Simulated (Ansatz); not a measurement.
Process, species as SMILES: [GeH2] (GeH2) (closed-shell singlet) → Ge atom + 2 H atom
B3LYP-D3(BJ)/def2-TZVP geometries, fixed; electronic energies without zero-point terms.
Largest species:
```xyz
3

Ge    -0.0030    -0.0010     0.0661
H      0.0397    -1.1207    -1.0751
H      0.0547     1.1536    -1.0391
```
Charge 0, spin multiplicity 1.

Basis-set convergence of the atomisation energy at HF with Ansatz (an electronic-structure program). Cartesian d functions, on some or all atoms, in 6-31G, 6-31G*, 6-31G**; all else is spherical. A restricted Hartree-Fock determinant is unstable towards unrestricted orbitals. Open shells are unrestricted. No added dispersion term, no relativity. Functions are those of the species that has most. Reference: the value in pcseg-4, 98.06 kcal/mol, itself unsure by roughly 0.41 kcal/mol (its mean distance from aug-pcseg-3, aug-cc-pVQZ, cc-pV5Z). Deviations are taken from unrounded values.

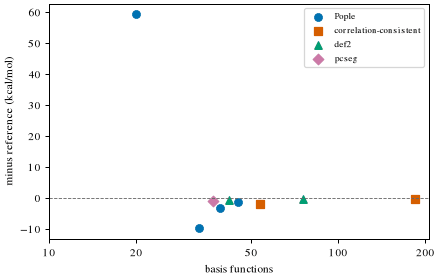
*Deviation from the reference against the number of basis functions, by family of sets.*

| basis | functions | atomisation energy (kcal/mol) | minus reference (kcal/mol) |
|---|---|---|---|
| STO-3G | 20 | 157.35 | 59.30 |
| 6-31G | 33 | 88.19 | -9.87 |
| pcseg-1 | 37 | 96.85 | -1.21 |
| 6-31G* | 39 | 94.69 | -3.37 |
| def2-SVP | 42 | 97.17 | -0.89 |
| 6-31G** | 45 | 96.61 | -1.44 |
| aug-cc-pVDZ | 54 | 96.07 | -1.98 |
| def2-TZVPP | 76 | 97.63 | -0.43 |
| aug-cc-pVQZ | 185 | 97.58 | -0.47 |
